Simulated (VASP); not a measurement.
Band structure of Al$_{3}$InSb$_{4}$ (ordered alloy cell). Method: PBEsol GGA, VASP's PBE PAW potentials (set 64) (plane waves; VASP).

Unless said otherwise, spin-orbit coupling is left out, though it shifts the bands of the heavy elements here.

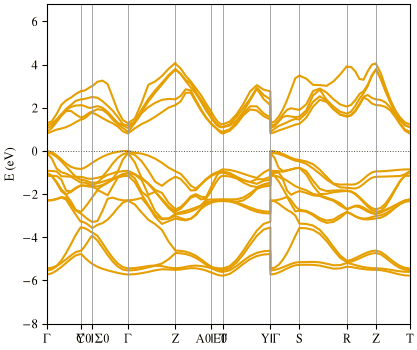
Fig. 1. Bands along high-symmetry lines, zero at the valence-band maximum or, without a gap, the Fermi level

### Question
Read the plot: is there a gap, and where are the band edges?

### Answer
The gap is direct, 0.81 eV, from the valence maximum at Γ to the conduction minimum at Γ. (Edges off the drawn lines would not show.)

The structure was generated: Al3InSb4 was put into an ordered model structure (Amm2), which need not be its known phase. It was relaxed first.
